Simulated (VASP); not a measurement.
Band structure of Te (trig). Computed with TPSS meta-GGA, VASP's PBE PAW potentials (set 64) (plane waves; VASP 6.6.1).

Unless said otherwise, spin-orbit coupling is left out, though it shifts the bands of the heavy elements here.

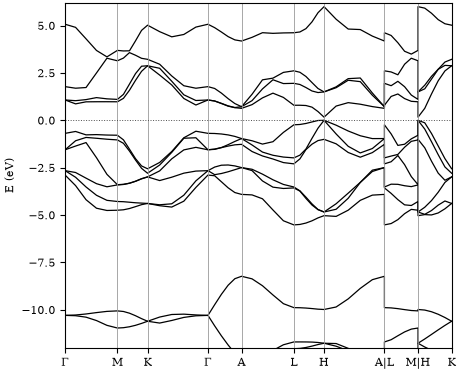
Figure. Bands along high-symmetry lines, zero at the valence-band maximum or, without a gap, the Fermi level

Problem. Read the plot: is there a gap, and where are the band edges?

Solution. The gap is direct, 0.17 eV, from the valence maximum at H to the conduction minimum at H.

The compound is Te in the trig structure. It was relaxed first.
